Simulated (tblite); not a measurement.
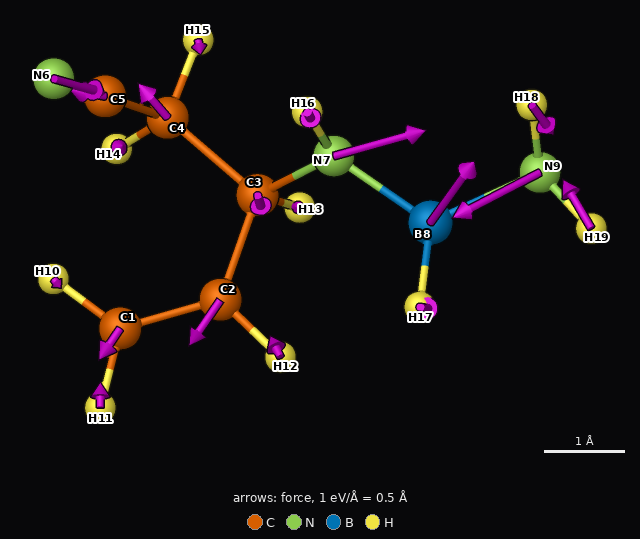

Starting geometry of C5H10BN3 with the computed forces as purple arrows. A ball-and-stick model, seen at a tilt.

Method: tblite 0.8.0, GFN2-xTB geometry optimisation, gas phase. 

**What follows when this structure is relaxed?**

It isn't relaxed: the largest force vector, on B8, is 2.85 eV/Å. The final displacements have little in common with the starting forces (cosine between the two patterns 0.23). After 152 geometry steps the energy has fallen by 181.5 kJ/mol. The largest move after the best rigid fit is that of H17, 2.41 Å. By element the largest moves are H 2.41 Å, N 0.63 Å, B 0.57 Å, C 0.40 Å. Some distances before and after: B8–N9 1.535 → 1.398 Å, N7–B8 1.492 → 1.405 Å, N9–H19 1.049 → 1.003 Å, C4–C5 1.471 → 1.438 Å. Bond angles that change, for instance: B8–N9–H18 109.5° → 123.3°, B8–N9–H19 109.9° → 123.6°, C3–N7–B8 116.7° → 127.3°.
